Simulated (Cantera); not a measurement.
Feed: 1 mol CaF2, 5.1 mol H2O, a varied amount of N2, at 802 °C and 1.00 Torr.

Method: chemical equilibrium by Gibbs-energy minimisation in Cantera with the NASA 1993 tables (ideal gas, pure condensed phases). Candidate condensed phases: Ca, CaF2, CaO, Ca(OH)2, H2O; 47 gas species. Mutual solubility and eutectic melting of coexisting phases are not modelled. Equilibrium is a limit: real reactors are often held back by kinetics, nucleation or transport.

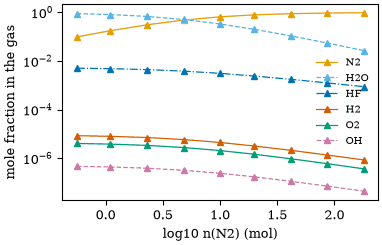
Equilibrium gas composition (values under 1e-9 drawn at 1e-9)

Problem. Read off the mole fractions at 1.1 mol N2.

Solution. H2O about 0.82, N2 about 0.18, HF about 0.0049, H2 about 8.0e-6, O2 about 3.8e-6, OH about 4.4e-7.
